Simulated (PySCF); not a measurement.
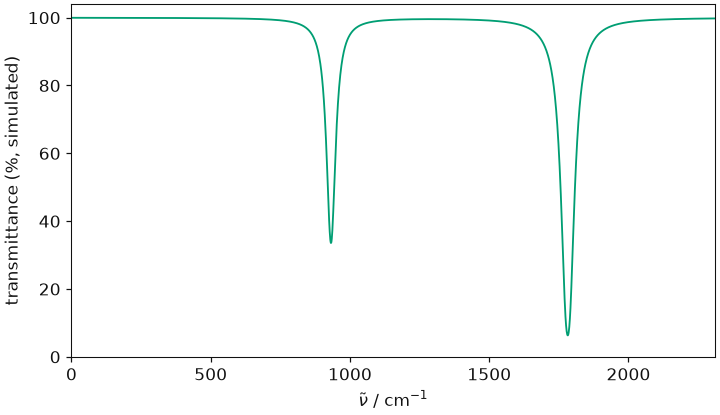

IR spectrum of TeH₆, singlet, at a minimum, with Te as the central atom. Unscaled harmonic wavenumbers and double-harmonic intensities, PBE0/def2-TZVP (ECP), PySCF 2.14.0, isolated molecule. Structures are the lowest points that the searches found. Degenerate modes count as one line, with their intensities summed. Lorentzian lines of 30 cm⁻¹ full width. Close modes add up in the curve.

What symmetry does the computed molecule have?

The calculation gave Oh. Its 15 modes give 6 distinct wavenumbers, 2 with an intensity of 0.05 km/mol or more.
```
  cm⁻¹  km/mol  symmetry
 861.9     0.0  t2u (×3)
 932.0   709.9  t1u (×3)
1025.1     0.0  t2g (×3)
1782.0  1796.8  t1u (×3)
1785.6     0.0   eg (×2)
1958.4     0.0       a1g
```

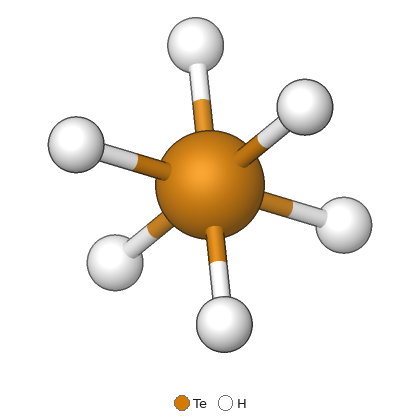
